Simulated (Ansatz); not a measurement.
# What NaGeF3 (model cell, started as cubic perovskite with Ge in the octahedra) distorts into, part 2 of 3

Which phase does NaGeF3 (model cell, started as cubic perovskite with Ge in the octahedra) fall into along its unstable mode, and how much energy does it gain?

Ansatz 0.2.0; DFT PBEsol, scalar-relativistic, plane waves, PAW; PAW set soft_1.

So far, highest frequency on the path or at a solved wavevector (cm⁻¹): step 2 (phonons on a q mesh) 418. Also lowest frequency on the path (cm⁻¹): step 2 -238.

The structure was built from a prototype and need not be the compound's stable phase.

## 5. Energy along the mode, all amplitudes (two of the runs are shown above)

An imaginary frequency means negative curvature, so the energy should fall and then rise again as anharmonic terms take over.

This step gave:

* depth at the lowest point sampled: 21.02 meV/atom
* largest atomic shift at that point: 0.22 Å

The energy from the parent by largest atomic shift:

| largest atomic shift (Å) | energy from the parent (meV/atom) |
| --- | --- |
| 0.000 | 0 |
| 0.040 | -1.18 |
| 0.080 | -4.51 |
| 0.140 | -12.1 |
| 0.220 | -21.0 |
| 0.320 | -10.6 |
| 0.450 | 106 |

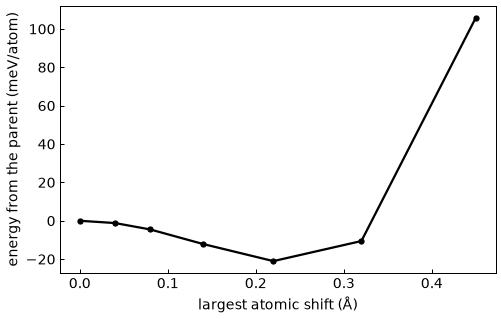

Energy from the parent against largest atomic shift.

Displacement at unit largest shift by atom:

| atom | x (Å) | y (Å) | z (Å) | size |
| --- | --- | --- | --- | --- |
| Na1 | 0.00 | 0.00 | 0.00 | 0.00 |
| Na2 | 0.00 | 0.00 | 0.00 | 0.00 |
| Ge3 | -0.10 | 0.10 | 0.00 | 0.15 |
| Ge4 | 0.10 | -0.10 | 0.00 | 0.15 |
| F5 | 0.00 | 0.00 | 0.00 | 0.00 |
| F6 | 0.00 | 0.00 | 0.00 | 0.00 |
| F7 | -0.29 | -0.96 | 0.00 | 1.00 |
| F8 | 0.29 | 0.96 | 0.00 | 1.00 |
| F9 | 0.96 | 0.29 | 0.00 | 1.00 |
| F10 | -0.96 | -0.29 | 0.00 | 1.00 |

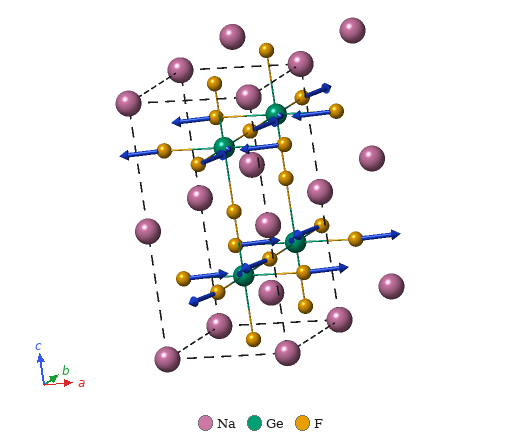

Displacement at unit largest shift as arrows, the longest 1.00 Å. 1×2×1 cells are drawn. Some periodic images of atoms are drawn too.

The lowest of the steps tried is at 0.22 Å, 21.0 meV/atom below the parent; the bottom of the well need not coincide with a step.

## 6. Relaxation from the frozen mode

Starting from the lowest point found, all atoms and the cell are let go, so that strain and other modes of the same symmetry can join in.

Input file input.yaml:

```yaml
crystal:
  lattice:
    - [4.3407137908, 0.0, 0.0]
    - [0.0, 4.3407137908, 0.0]
    - [0.0, 0.0, 8.6814275816]
  atoms:
    - { symbol: Na, position: [0.0, 0.0, 0.0] }
    - { symbol: Na, position: [0.0, 0.0, 0.5] }
    - { symbol: Ge, position: [0.494783379, 0.505216621, 0.25] }
    - { symbol: Ge, position: [0.505216621, 0.494783379, 0.75] }
    - { symbol: F, position: [0.5, 0.5, 0.0] }
    - { symbol: F, position: [0.5, 0.5, 0.5] }
    - { symbol: F, position: [0.4852287573, -0.0484826526, 0.25] }
    - { symbol: F, position: [0.5147712427, 0.0484826526, 0.75] }
    - { symbol: F, position: [0.0484826526, 0.5147712427, 0.25] }
    - { symbol: F, position: [-0.0484826526, 0.4852287573, 0.75] }
kpoints:
  mp_grid: { grid: [6, 6, 4] }
hamiltonian:
  xc: pbesol
  pseudopotentials: { kind: paw, azcp: { folder: soft_1 }, xc_functional: pbe }
scf:
  occupations: { method: fixed }
output:
  forces: true
  stress: true
  eigenvalues: true
relax:
  adjacent_minimum: "off"
  f_tol: 0.002
  max_steps: 120
  cell: { stress_tol: 0.03 }
```

On the command line:

```console
ansatz run input.yaml --threads 8 --pin off --max-ram 16384MiB --backend cpu --events-out ev --progress --plain --runs-dir out
```

Numbers of over 12 decimals in the logs are rounded to 6 here.

Output:

```text
[...]
Crystal: 10 atoms, lattice volume = 163.574 Å³
Basis set: ecut = 420 eV, 3197 PW (Γ), exchange–correlation on 60×60×120 points (8 copies of the dense FFT grid, shifted against one another)
Bands: 54, of which v1, the nominal top of the filled ones, is band 44 counted from 1 (43 counted from 0)
Symmetry: 8 space group operations
[...]
k-points: 39 of 144
[...]
SCF iter   1: F=—  HF=-16276.395257 eV  |F-HF|=—  |Δ(HF+E_count)|=         —  Δρ=1.53e-1  dr2=3.02e1  ethr=3.10e-3  ⟨swp⟩=4.6  Hψ=6369  notcnv=0  defer=278
[...]
SCF iter  11: F=-16266.208109 eV  HF=-16266.208109 eV  |F-HF|=2.75e-8  |Δ(HF+E_count)|=   1.16e-6  Δρ=5.60e-6  dr2=4.39e-8  ethr=1.14e-10  ⟨swp⟩=11.9  Hψ=10027  notcnv=0
SCF 1 converged in 11 iterations: F = -16266.208109 eV  dr2 = 4.39e-8
[...]
relax step   1: F+E_penalty+E_count = -16266.20810857 eV  Δ(F+E_penalty+E_count) = +0.000e0 eV  max|allowed force component| = 1.845e-1 eV/Å  Δτ_max = 0.0000 Å  P = +1.587 GPa  Ω = 163.574 Å³  (11 SCF iters, dr2 threshold 1.00e-7 eV, accepted)
Crystal: 10 atoms, lattice volume = 168.847 Å³
Basis set: ecut = 420 eV, 3313 PW (Γ), exchange–correlation on 60×60×120 points (8 copies of the dense FFT grid, shifted against one another)
[...]
iter 1 solved again at ethr=5.98e-4 eV; its pass at ethr=3.10e-3 eV (dr2=5.26e-1 eV) is discarded
[...]
SCF iter   8: F=-16266.343190 eV  HF=-16266.343190 eV  |F-HF|=3.86e-7  |Δ(HF+E_count)|=   6.78e-7  Δρ=2.43e-5  dr2=6.69e-7  ethr=1.14e-9  ⟨swp⟩=11.1  Hψ=9870  notcnv=0
SCF 2 converged in 8 iterations: F = -16266.343190 eV  dr2 = 6.69e-7
relax step   2: F+E_penalty+E_count = -16266.34319004 eV  Δ(F+E_penalty+E_count) = -1.351e-1 eV  max|allowed force component| = 2.552e-1 eV/Å  Δτ_max = 0.1032 Å  P = -0.547 GPa  Ω = 168.847 Å³  energy of the carried Pulay correction = -9.130e-3 eV  (8 SCF iters, dr2 threshold 1.00e-6 eV, accepted)
Crystal: 10 atoms, lattice volume = 170.818 Å³
Basis set: ecut = 420 eV, 3351 PW (Γ), exchange–correlation on 60×60×120 points (8 copies of the dense FFT grid, shifted against one another)
[...]
SCF iter   8: F=-16266.473263 eV  HF=-16266.473263 eV  |F-HF|=1.82e-7  |Δ(HF+E_count)|=   1.31e-6  Δρ=1.89e-5  dr2=4.25e-7  ethr=1.14e-9  ⟨swp⟩=11.0  Hψ=9884  notcnv=0
SCF 3 converged in 8 iterations: F = -16266.473263 eV  dr2 = 4.25e-7
relax step   3: F+E_penalty+E_count = -16266.47326278 eV  Δ(F+E_penalty+E_count) = -1.301e-1 eV  max|allowed force component| = 3.783e-1 eV/Å  Δτ_max = 0.1104 Å  P = -1.945 GPa  Ω = 170.818 Å³  energy of the carried Pulay correction = -1.247e-2 eV  (8 SCF iters, dr2 threshold 1.00e-6 eV, accepted)
[... from here on, the SCF cycles and remarks between the steps are left out ...]
relax step   4: F+E_penalty+E_count = -16266.63800227 eV  Δ(F+E_penalty+E_count) = -1.647e-1 eV  max|allowed force component| = 3.393e-1 eV/Å  Δτ_max = 0.0746 Å  P = -2.137 GPa  Ω = 167.683 Å³  energy of the carried Pulay correction = -7.139e-3 eV  (8 SCF iters, dr2 threshold 1.00e-6 eV, accepted)
relax step   5: F+E_penalty+E_count = -16266.77707711 eV  Δ(F+E_penalty+E_count) = -1.391e-1 eV  max|allowed force component| = 1.053e-1 eV/Å  Δτ_max = 0.0529 Å  P = -0.911 GPa  Ω = 160.854 Å³  energy of the carried Pulay correction = +4.824e-3 eV  (8 SCF iters, dr2 threshold 1.00e-6 eV, accepted)
relax step   6: F+E_penalty+E_count = -16266.86771595 eV  Δ(F+E_penalty+E_count) = -9.064e-2 eV  max|allowed force component| = 1.231e-1 eV/Å  Δτ_max = 0.1401 Å  P = -0.523 GPa  Ω = 157.275 Å³  energy of the carried Pulay correction = +1.130e-2 eV  (7 SCF iters, dr2 threshold 1.00e-6 eV, accepted)
relax step   7: F+E_penalty+E_count = -16266.92552016 eV  Δ(F+E_penalty+E_count) = -5.780e-2 eV  max|allowed force component| = 2.373e-1 eV/Å  Δτ_max = 0.1504 Å  P = +0.643 GPa  Ω = 150.732 Å³  energy of the carried Pulay correction = +2.351e-2 eV  (8 SCF iters, dr2 threshold 1.00e-6 eV, accepted)
relax step   8: F+E_penalty+E_count = -16266.93691859 eV  Δ(F+E_penalty+E_count) = -1.140e-2 eV  max|allowed force component| = 4.405e-2 eV/Å  Δτ_max = 0.0964 Å  P = +0.401 GPa  Ω = 151.319 Å³  energy of the carried Pulay correction = +2.240e-2 eV  (8 SCF iters, dr2 threshold 1.00e-6 eV, accepted)
relax step   9: F+E_penalty+E_count = -16266.94260030 eV  Δ(F+E_penalty+E_count) = -5.682e-3 eV  max|allowed force component| = 4.346e-2 eV/Å  Δτ_max = 0.0213 Å  P = -0.192 GPa  Ω = 151.779 Å³  energy of the carried Pulay correction = +2.153e-2 eV  (6 SCF iters, dr2 threshold 1.00e-6 eV, accepted)
relax step  10: F+E_penalty+E_count = -16266.94344135 eV  Δ(F+E_penalty+E_count) = -8.410e-4 eV  max|allowed force component| = 2.320e-3 eV/Å  Δτ_max = 0.0056 Å  P = +0.025 GPa  Ω = 151.590 Å³  energy of the carried Pulay correction = +2.188e-2 eV  (5 SCF iters, dr2 threshold 2.77e-7 eV, accepted)
relax step  11: F+E_penalty+E_count = -16266.94328872 eV  Δ(F+E_penalty+E_count) = +1.526e-4 eV  max|allowed force component| = 1.340e-3 eV/Å  Δτ_max = 0.0017 Å  P = +0.001 GPa  Ω = 151.676 Å³  energy of the carried Pulay correction = +2.172e-2 eV  (6 SCF iters, dr2 threshold 3.38e-9 eV, accepted)
relax step  12: F+E_penalty+E_count = -16267.10843682 eV  Δ(F+E_penalty+E_count) = -1.651e-1 eV  max|allowed force component| = 5.410e-3 eV/Å  Δτ_max = 0.0000 Å  P = +1.351 GPa  Ω = 151.676 Å³  stress off target by 3.67e0 GPa  SCF on the basis re-selected at this cell (its energy is not comparable with the rows above)  (9 SCF iters)
relax step  13: F+E_penalty+E_count = -16267.18861271 eV  Δ(F+E_penalty+E_count) = -8.018e-2 eV  max|allowed force component| = 2.711e-2 eV/Å  Δτ_max = 0.0274 Å  P = +0.959 GPa  Ω = 153.504 Å³  energy of the carried Pulay correction = -3.823e-3 eV  (6 SCF iters, dr2 threshold 1.00e-6 eV, accepted)
relax step  14: F+E_penalty+E_count = -16267.21811488 eV  Δ(F+E_penalty+E_count) = -2.950e-2 eV  max|allowed force component| = 3.783e-2 eV/Å  Δτ_max = 0.0296 Å  P = +0.209 GPa  Ω = 158.271 Å³  energy of the carried Pulay correction = -1.303e-2 eV  (7 SCF iters, dr2 threshold 1.00e-6 eV, accepted)
relax step  15: F+E_penalty+E_count = -16267.21790398 eV  Δ(F+E_penalty+E_count) = +2.109e-4 eV  max|allowed force component| = 1.582e-2 eV/Å  Δτ_max = 0.0044 Å  P = +0.037 GPa  Ω = 158.916 Å³  energy of the carried Pulay correction = -1.426e-2 eV  (5 SCF iters, dr2 threshold 5.14e-7 eV, accepted)
relax step  16: F+E_penalty+E_count = -16267.21788865 eV  Δ(F+E_penalty+E_count) = +1.533e-5 eV  max|allowed force component| = 4.773e-3 eV/Å  Δτ_max = 0.0063 Å  P = +0.009 GPa  Ω = 158.986 Å³  energy of the carried Pulay correction = -1.439e-2 eV  (7 SCF iters, dr2 threshold 1.91e-8 eV, accepted)
relax step  17: F+E_penalty+E_count = -16267.21787286 eV  Δ(F+E_penalty+E_count) = +1.579e-5 eV  max|allowed force component| = 1.646e-3 eV/Å  Δτ_max = 0.0008 Å  P = +0.006 GPa  Ω = 159.004 Å³  energy of the carried Pulay correction = -1.442e-2 eV  (6 SCF iters, dr2 threshold 1.42e-9 eV, accepted)
relax step  18: F+E_penalty+E_count = -16267.25980195 eV  Δ(F+E_penalty+E_count) = -4.193e-2 eV  max|allowed force component| = 3.007e-3 eV/Å  Δτ_max = 0.0000 Å  P = +0.439 GPa  Ω = 159.004 Å³  stress off target by 1.01e0 GPa  SCF on the basis re-selected at this cell (its energy is not comparable with the rows above)  (8 SCF iters)
relax step  19: F+E_penalty+E_count = -16267.26802833 eV  Δ(F+E_penalty+E_count) = -8.226e-3 eV  max|allowed force component| = 7.099e-2 eV/Å  Δτ_max = 0.0191 Å  P = +0.501 GPa  Ω = 161.129 Å³  energy of the carried Pulay correction = -4.363e-3 eV  (6 SCF iters, dr2 threshold 1.00e-6 eV, accepted)
relax step  20: F+E_penalty+E_count = -16267.26466353 eV  Δ(F+E_penalty+E_count) = +3.365e-3 eV  max|allowed force component| = 2.245e-2 eV/Å  Δτ_max = 0.0089 Å  P = -0.135 GPa  Ω = 164.245 Å³  energy of the carried Pulay correction = -1.159e-2 eV  (6 SCF iters, dr2 threshold 1.00e-6 eV, accepted)
relax step  21: F+E_penalty+E_count = -16267.26567580 eV  Δ(F+E_penalty+E_count) = -1.012e-3 eV  max|allowed force component| = 3.826e-3 eV/Å  Δτ_max = 0.0079 Å  P = +0.007 GPa  Ω = 163.994 Å³  energy of the carried Pulay correction = -1.098e-2 eV  (6 SCF iters, dr2 threshold 1.23e-7 eV, accepted)
relax step  22: F+E_penalty+E_count = -16267.26572791 eV  Δ(F+E_penalty+E_count) = -5.210e-5 eV  max|allowed force component| = 1.322e-3 eV/Å  Δτ_max = 0.0020 Å  P = +0.004 GPa  Ω = 163.979 Å³  energy of the carried Pulay correction = -1.094e-2 eV  (6 SCF iters, dr2 threshold 9.15e-10 eV, accepted)
relax step  23: F+E_penalty+E_count = -16267.28028370 eV  Δ(F+E_penalty+E_count) = -1.456e-2 eV  max|allowed force component| = 1.945e-3 eV/Å  Δτ_max = 0.0000 Å  P = +0.063 GPa  Ω = 163.979 Å³  stress off target by 2.35e-1 GPa  SCF on the basis re-selected at this cell (its energy is not comparable with the rows above)  (8 SCF iters)
relax step  24: F+E_penalty+E_count = -16267.28015890 eV  Δ(F+E_penalty+E_count) = +1.248e-4 eV  max|allowed force component| = 8.266e-3 eV/Å  Δτ_max = 0.0054 Å  P = +0.033 GPa  Ω = 164.652 Å³  energy of the carried Pulay correction = -1.284e-3 eV  (5 SCF iters, dr2 threshold 1.38e-7 eV, accepted)
relax step  25: F+E_penalty+E_count = -16267.27880252 eV  Δ(F+E_penalty+E_count) = +1.356e-3 eV  max|allowed force component| = 5.668e-3 eV/Å  Δτ_max = 0.0051 Å  P = +0.007 GPa  Ω = 165.491 Å³  energy of the carried Pulay correction = -2.913e-3 eV  (7 SCF iters, dr2 threshold 1.34e-8 eV, accepted)
relax step  26: F+E_penalty+E_count = -16267.27884965 eV  Δ(F+E_penalty+E_count) = -4.712e-5 eV  max|allowed force component| = 1.945e-3 eV/Å  Δτ_max = 0.0007 Å  P = -0.002 GPa  Ω = 165.471 Å³  energy of the carried Pulay correction = -2.873e-3 eV  (5 SCF iters, dr2 threshold 2.01e-9 eV, accepted)
relax step  27: F+E_penalty+E_count = -16267.28196098 eV  Δ(F+E_penalty+E_count) = -3.111e-3 eV  max|allowed force component| = 1.883e-3 eV/Å  Δτ_max = 0.0000 Å  P = +0.009 GPa  Ω = 165.471 Å³  stress off target by 4.55e-2 GPa  SCF on the basis re-selected at this cell (its energy is not comparable with the rows above)  (7 SCF iters)
relax step  28: F+E_penalty+E_count = -16267.28149184 eV  Δ(F+E_penalty+E_count) = +4.691e-4 eV  max|allowed force component| = 2.757e-3 eV/Å  Δτ_max = 0.0023 Å  P = -0.002 GPa  Ω = 165.773 Å³  energy of the carried Pulay correction = -5.593e-4 eV  (6 SCF iters, dr2 threshold 5.17e-9 eV, accepted)
relax step  29: F+E_penalty+E_count = -16267.28133829 eV  Δ(F+E_penalty+E_count) = +1.536e-4 eV  max|allowed force component| = 2.656e-3 eV/Å  Δτ_max = 0.0009 Å  P = +0.009 GPa  Ω = 165.858 Å³  energy of the carried Pulay correction = -7.210e-4 eV  (7 SCF iters, dr2 threshold 4.75e-10 eV, accepted)
relax step  30: F+E_penalty+E_count = -16267.28130300 eV  Δ(F+E_penalty+E_count) = +3.529e-5 eV  max|allowed force component| = 1.644e-4 eV/Å  Δτ_max = 0.0002 Å  P = -0.001 GPa  Ω = 165.878 Å³  energy of the carried Pulay correction = -7.574e-4 eV  (6 SCF iters, dr2 threshold 4.41e-10 eV, accepted)
[...]
SCF iter   6: F=-16267.282075 eV  HF=-16267.282075 eV  |F-HF|=1.82e-11  |Δ(HF+E_count)|=  6.55e-11  Δρ=7.30e-8  dr2=8.40e-12  ethr=1.00e-12  ⟨swp⟩=4.0  Hψ=6355  notcnv=0
SCF 31 converged in 6 iterations: F = -16267.282075 eV  dr2 = 8.40e-12
relax step  31: F+E_penalty+E_count = -16267.28207513 eV  Δ(F+E_penalty+E_count) = -7.721e-4 eV  max|allowed force component| = 1.423e-4 eV/Å  Δτ_max = 0.0000 Å  P = +0.002 GPa  Ω = 165.878 Å³  stress off target by 1.27e-2 GPa  SCF on the basis re-selected at this cell (its energy is not comparable with the rows above)  (6 SCF iters)
[...]
SCF converged after 6 iterations
Free energy (F): -16267.282075 eV
[...]
Internal energy: -16267.282075 eV  (E = F + TS)
E sigma→0 (E₀):  -16267.282075 eV
Fermi energy:    2.782658 eV
[...]
--- Forces (eV/Å), atoms counted from 1 ---
  atom   1  Na    -0.00000000    -0.00000000     0.00000000
  atom   2  Na    -0.00000000    -0.00000000     0.00000000
  atom   3  Ge    -0.00014230     0.00014230     0.00000000
  atom   4  Ge     0.00014230    -0.00014230     0.00000000
  atom   5  F     -0.00000000    -0.00000000     0.00000000
  atom   6  F     -0.00000000    -0.00000000     0.00000000
  atom   7  F      0.00000165     0.00000495     0.00000000
  atom   8  F     -0.00000165    -0.00000495     0.00000000
  atom   9  F     -0.00000495    -0.00000165     0.00000000
  atom  10  F      0.00000495     0.00000165     0.00000000
  max |Σ_I F_I| component: 5.05e-29 eV/Å
--- Stress (GPa, compression-positive) ---
        0.002935       0.009799       0.000000
        0.009799       0.002935       0.000000
        0.000000       0.000000      -0.001223
  P = ⅓ Tr σ = 0.0015 GPa (0.015 kbar)
--- Band table (eV; the first three rows and the last of 39) ---
  k-point 0: bands = [... 40 lower, -0.2225, -0.2047, 0.1950, 2.0771, 6.6326, 7.7722, 8.4499, 8.8379, ... 6 higher]
  k-point 1: bands = [... 40 lower, -0.2196, -0.2070, 0.4199, 1.7213, 6.9791, 7.7823, 8.5027, 8.7767, ... 6 higher]
  k-point 2: bands = [... 40 lower, -0.2131, -0.2131, 1.0101, 1.0101, 7.5726, 7.5726, 8.6356, 8.6356, ... 6 higher]
  k-point 38: bands = [... 40 lower, -0.2710, -0.2710, 1.6823, 1.6823, 6.9259, 6.9259, 8.2461, 8.2461, ... 6 higher]
--- Relaxed structure (26 steps of the walk, 26 accepted, 5 SCFs on fresh bases) ---
  F+E_penalty+E_count = -16267.28207513 eV   max|allowed force component| = 1.423e-4 eV/Å   (the final SCF, on the basis selected at the relaxed cell)
  cell:  # Å, volume = 165.8777 Å³
    - [4.535763, 1.151679, 0.0]
    - [1.151679, 4.535763, 0.0]
    - [0.0, 0.0, 8.618465]
  atoms:
    - { symbol: Na, position: [-3.5936390898881e-19, 1.0590463764466037e-18, 0] }
    - { symbol: Na, position: [-3.5936390898881e-19, 1.0590463764466033e-18, 0.500000] }
    - { symbol: Ge, position: [0.517047, 0.482953, 0.250000] }
    - { symbol: Ge, position: [0.482953, 0.517047, 0.75] }
    - { symbol: F, position: [0.500000, 0.500000, 0] }
    - { symbol: F, position: [0.500000, 0.500000, 0.500000] }
    - { symbol: F, position: [0.383360, -0.075298, 0.250000] }
    - { symbol: F, position: [0.616640, 0.075298, 0.75] }
    - { symbol: F, position: [0.075298, 0.616640, 0.250000] }
    - { symbol: F, position: [-0.075298, 0.383360, 0.75] }
```

Run time: 1.7 min. Hardware: 8 threads of Arm Neoverse V1, shared host; peak memory 0.85 GiB; 13 min of CPU time.

(Part 2 of 3 ends here.)

[Logs are printed without paths, hosts, clocks, repeated set-up lines and the standing remarks that a program may print on its own settings, such as how far it seeks lower states.]

[Hosts, paths, dates, database ids (printed as entryN), source tags and the programs' standing remarks are cut or masked in the printed files.]
